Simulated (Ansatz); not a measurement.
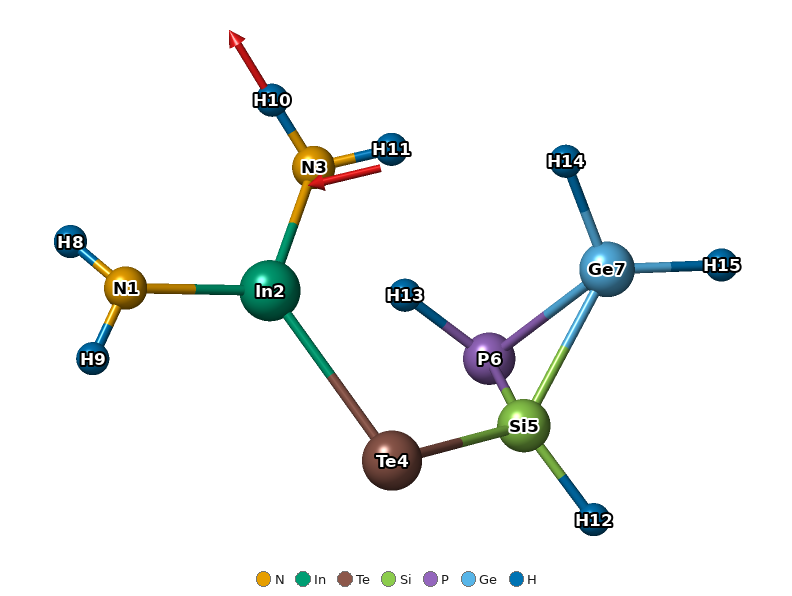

The arrows show one normal mode. Harmonic vibrations computed with RKS PBE0-D4/def2-TZVP, core potentials on In, Te (Ansatz 0.2.0) at a stationary point of the same level.

### Describe the motion.

Mostly out-of-phase stretching of 2 N–H bonds.

### Estimate its harmonic wavenumber.

3653 cm⁻¹; it is mode 38 of 39 counted from the lowest.
